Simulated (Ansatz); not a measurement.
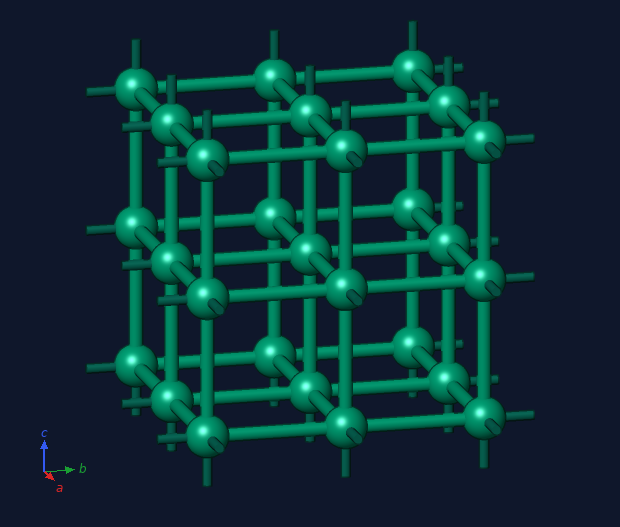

The picture shows a finite piece of the underlying net of a crystal structure, nodes on the atoms' positions. Nodes are coloured by topological kind. Short stubs are edges that leave the cut-out.

### Classify the net: periodicity, connectivity, name.

A uninodal 6-connected, three-periodic net. It is the pcu net, known from NaCl, ReO3 and the B-X framework of perovskite.

### Give point symbol and coordination sequence.

4^12.6^3, sequence 6, 18, 38, 66, 102, 146.

Where the net comes from. System MoSe (space group Fm-3m, No. 225); source of the atomic positions: the input geometry of an electronic-structure calculation (not necessarily at equilibrium); the starting structure was generated, so it need not be a known form of this composition. Bonds are taken as Mo–Se below 3 Å; no other contact counts. Atoms with one bond or none are removed and atoms with two bonds are replaced by edges, until no such atom is left. Mo and Se are 6-connected nodes.
